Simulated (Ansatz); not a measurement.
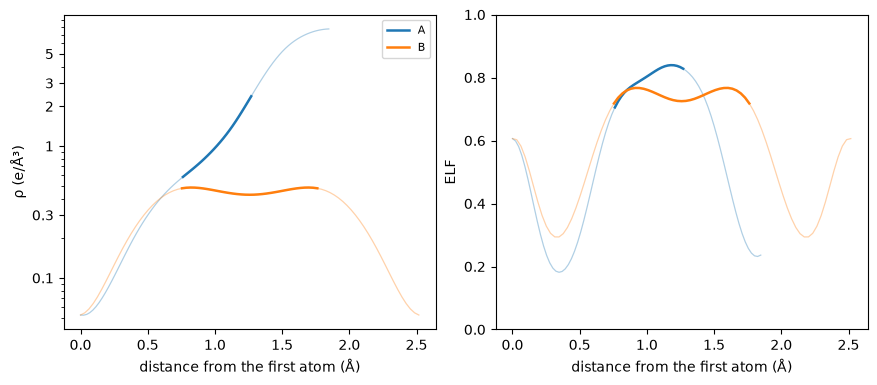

Figure 1: Si3O2. Valence pseudo-density and electron localisation function along straight lines between neighbouring atoms. Thin, pale parts lie inside the atomic spheres.

Space group P6₃/mmc; a structure generated by program, which may or may not match a known phase.

Level of theory: DFT PBE, scalar-relativistic, plane waves, PAW (Ansatz).

In a PAW calculation such maps are meaningful between the atoms, not at the nuclei.

```
Si O
1.0
     2.72391    0.00000    0.00000
    -1.36195    2.35897    0.00000
     0.00000    0.00000   25.51558
Si O
6 4
Cartesian
  0.0000 0.0000 6.3789
  0.0000 0.0000 19.1367
  0.0000 1.5727 24.5330
  1.3620 0.7863 11.7752
  0.0000 1.5727 13.7404
  1.3620 0.7863 0.9826
  0.0000 1.5727 1.9514
  1.3620 0.7863 14.7092
  0.0000 1.5727 10.8064
  1.3620 0.7863 23.5641
```

> Which curve belongs to which contact (Si–O and Si–Si)? The first atom named is at distance zero.

Curve A: Si–O (1.85 Å): ρ at the midpoint is about 0.81 e/Å³; the ELF peaks at about 0.85 between the atoms. Curve B: Si–Si (2.52 Å): ρ is about 0.43 e/Å³ halfway; the ELF peaks at about 0.75 between the atoms.
